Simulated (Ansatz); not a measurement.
Cl2HInO···H2

```xyz
7

In   -0.4532    0.6453   -0.2226
H    -0.2320   -1.8589    0.8332
Cl   -1.2701   -0.3244   -2.1535
Cl   -1.8924    1.2802    1.4467
H     0.4358   -1.5640    1.0110
O     1.4648    1.0342   -0.0603
H     1.9472    0.7876   -0.8548
```

The product side of a reaction path; geometry: PBE0-D4/def2-TZVP; core potentials replace the inner electrons of In.

Level of theory: Ansatz 0.2.0, RKS PBE0-D4/def2-TZVPP.

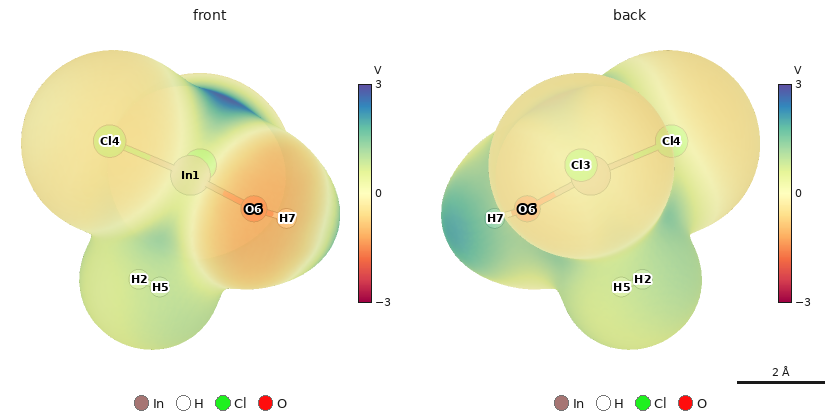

Figure 1. The electrostatic potential painted on the density surface at 0.001 e/bohr³, seen from the front and from behind; red is negative and blue positive.

Where is the surface potential most negative and most positive?

Answer. The most negative region (about −1.1 V, or −25 kcal/mol for a unit charge) lies over O6, the most positive (about +2.6 V, or +60 kcal/mol for a unit charge) over In1. O6 is the likeliest acceptor of a hydrogen bond.

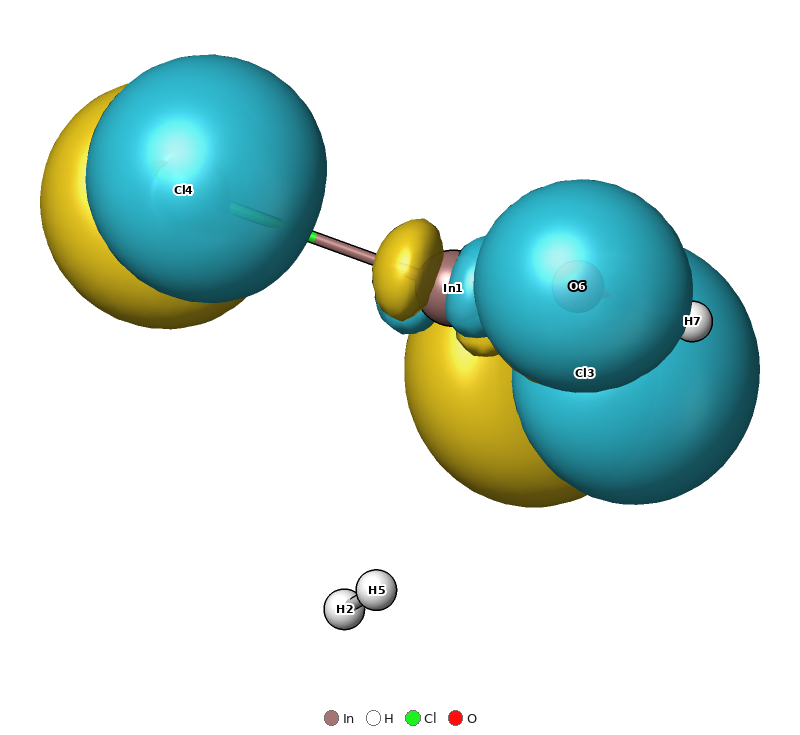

Figure 2. One frontier orbital at ±0.1 Å⁻³ᐟ² (yellow and cyan are the two phases), seen at a tilt.

Which orbital is it: HOMO or LUMO?

Answer. The HOMO, at −9.15 eV. Its weight (Hirshfeld) is mainly on Cl3 (about 40 %), Cl4 (about 30 %), O6 (about 20 %) and In1 (about 10 %); largely a combination of lone pairs on Cl3, Cl4 and O6.

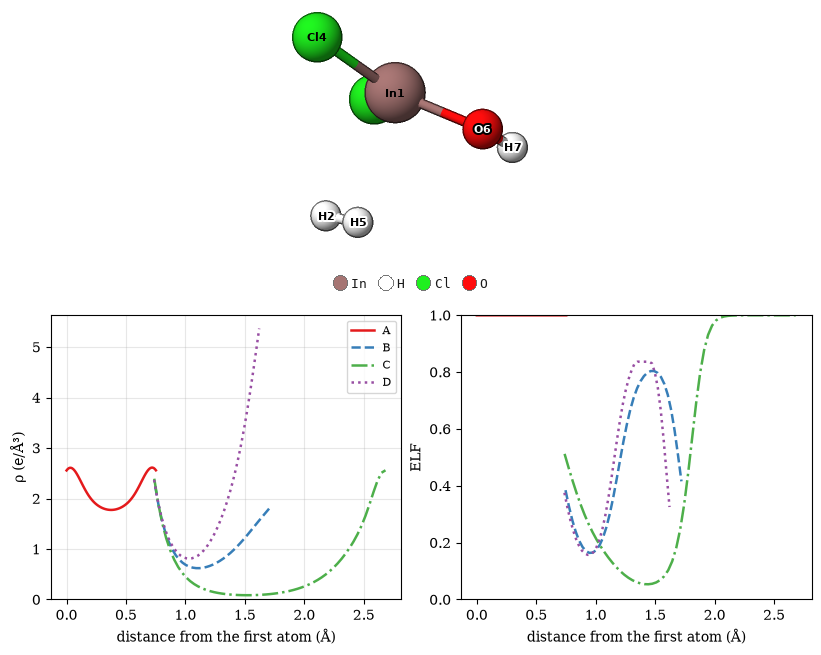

Figure 3. Electron density and ELF along straight lines between neighbouring atoms. The curves leave out the atomic cores. The structure is drawn too.

Which curve belongs to which contact (H–H, In–Cl, In–H and In–O)? The first atom named is at distance zero.

Answer. Curve A: H–H (0.75 Å): ρ is about 1.8 e/Å³ halfway; the ELF is about 1 at the midpoint. Curve B: In–Cl (2.29 Å): ρ is about 0.63 e/Å³ halfway; the ELF peaks at about 0.80 in the valence shell of Cl, 0.8 Å from its nucleus, and drops to about 0.15 between the two atoms. Curve C: In1···H5 (2.68 Å): the density falls to about 0.09 e/Å³ on the way; the ELF dips to about 0.05 between them. Curve D: In–O (1.96 Å): the density is about 0.84 e/Å³ at the midpoint; the ELF peaks at about 0.85 in the valence shell of O, 0.6 Å from its nucleus, and drops to about 0.15 between the two atoms.
